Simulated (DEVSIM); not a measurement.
Structure: illuminated Si p-on-n cell, one wavelength, with a back-surface field, at 300 K.

| layer (left to right) | material | thickness (μm) | Nd (cm⁻³) | Na (cm⁻³) | τn (s) | τp (s) | absorption coefficient (cm⁻¹) |
|---|---|---|---|---|---|---|---|
| 1 | Si | 0.0760 | - | 2e18 | 2.1e-5 | 5.9e-5 | 290 |
| 2 | Si | 130 | 3e15 | - | 0.00073 | 0.00073 | 290 |
| 3 | Si | 1.60 | 8.2e18 | - | 0.00073 | 0.00073 | 290 |

Left contact: ohmic, minority electron recombination velocity 60 cm/s. Right contact: ohmic, minority hole recombination velocity 9e5 cm/s. Voltage is applied to the left contact. Recombination: SRH at mid-gap, radiative, Auger. Gap narrowing is on: ΔEg = 6.92 meV × (l + √(l² + 0.5)), l = ln(N/1.3e17 cm⁻³), shared equally by both band edges. Light enters at the left, 2.4e17 photons cm⁻² s⁻¹, one pass, no reflection. Mobility is constant in doping.

This is a model device: material constants are rounded textbook-type values typed into the input, and sizes, dopings and lifetimes were drawn at random. Values at 300 K.

| parameter | Si |
|---|---|
| gap (eV) | 1.124 |
| affinity (eV) | 4.05 |
| permittivity | 11.7 |
| Nc (cm⁻³) | 2.86e19 |
| Nv (cm⁻³) | 3.1e19 |
| μn (cm²/Vs) | 1417 |
| μp (cm²/Vs) | 470 |
| B (cm³/s) | 4.7e-15 |
| Cn (cm⁶/s) | 2.8e-31 |
| Cp (cm⁶/s) | 9.9e-32 |

DEVSIM, 1D drift-diffusion, Boltzmann statistics, complete ionisation; no tunnelling, impact ionisation, image-force lowering or self-heating.

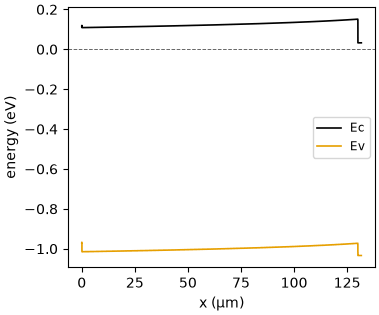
Fig. 1. Band edges at 0.9 V on the left contact, in the dark

Energies count from the Fermi level of the right contact; mesh points crowd at the junctions.

```
x (μm)   Ec (eV)  Ev (eV)  n (cm⁻³)  p (cm⁻³)  field (V/cm)
-------  -------  -------  --------  --------  ------------
0.000      0.115   -0.971    2.9e17    2.0e18          9900
0.03265    0.118   -0.968    2.6e17    2.3e18           ≈ 0
0.06915    0.117   -0.969    2.6e17    2.2e18         -3400
0.1063     0.109   -1.015    3.7e17    3.6e17           -64
0.2879     0.109   -1.015    3.7e17    3.6e17           ≈ 0
0.7916     0.109   -1.015    3.6e17    3.6e17           ≈ 0
2.278      0.109   -1.015    3.6e17    3.6e17           ≈ 0
9.724      0.110   -1.013    3.4e17    3.4e17           ≈ 0
30.37      0.114   -1.009    2.9e17    2.9e17           ≈ 0
83.19      0.128   -0.995    1.8e17    1.8e17           ≈ 0
114.5      0.141   -0.982    1.2e17    1.1e17           ≈ 0
126.7      0.149   -0.975    9.0e16    8.7e16           ≈ 0
129.0      0.150   -0.973    8.6e16    8.3e16           ≈ 0
129.7      0.151   -0.973    8.4e16    8.1e16           ≈ 0
130.0      0.151   -0.973    8.4e16    8.0e16          -170
130.1      0.103   -1.020    5.3e17    1.3e16        -55000
130.1      0.032   -1.034    8.2e18    7.3e15           ≈ 0
130.2      0.032   -1.034    8.2e18    6.7e15           ≈ 0
130.8      0.032   -1.034    8.2e18    4.2e15           ≈ 0
131.4      0.032   -1.034    8.2e18    1.8e15           ≈ 0
131.6      0.032   -1.034    8.2e18    9.0e14           ≈ 0
131.7      0.032   -1.034    8.2e18    5.7e14            11
```
